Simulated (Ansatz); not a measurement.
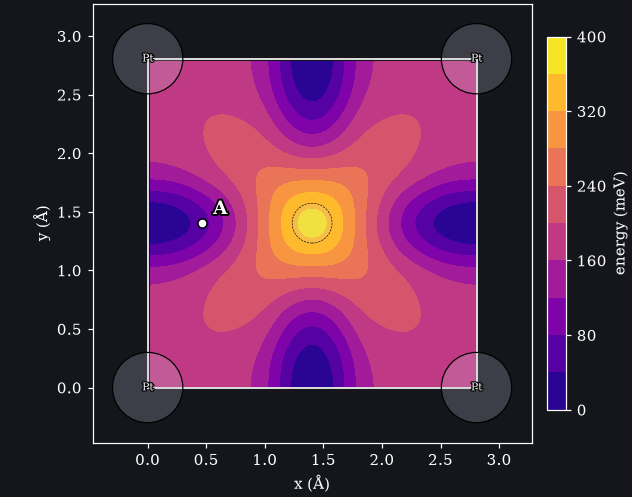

H on a Pt(100) slab cut from the Fm-3m phase, its upper half relaxed before the scan (12 atoms of substrate and one adsorbate in a 2 × 2 cell). H is moved over the surface cell; relaxed at each place: the height of the adsorbate's atoms; substrate rigid; the origin of the map has the adsorbate above Pt9. Places are given modulo a cell vector. The map is drawn in real space over the plane of the surface. The grid has 6 × 6 points; 10 points were computed and 26 follow by symmetry. Places are given in fractions of the 1 × 1 surface cell. All energies are given in meV relative to the lowest grid point. Method: DFT PBE, scalar-relativistic, plane waves, PAW in Ansatz. Settings: cutoff 420 eV, k-mesh 5×5×1, gaussian smearing 0.1 eV, no spin polarisation.

In the figure: filled contours, labelled circles for the atoms of the top layer and small ones for the second layer, the outline of one cell of the plane, the point A. Between grid points the surface is interpolated.

Is A at rest? If not, where is it pushed?

A, at (1/6, 3/6) of the cell vectors, is not a stationary point. The computed force is 0.27 eV/Å in the plane, pointing left in the picture (components −0.27 and 0.00 eV/Å).

PAW datasets: the set soft_1.
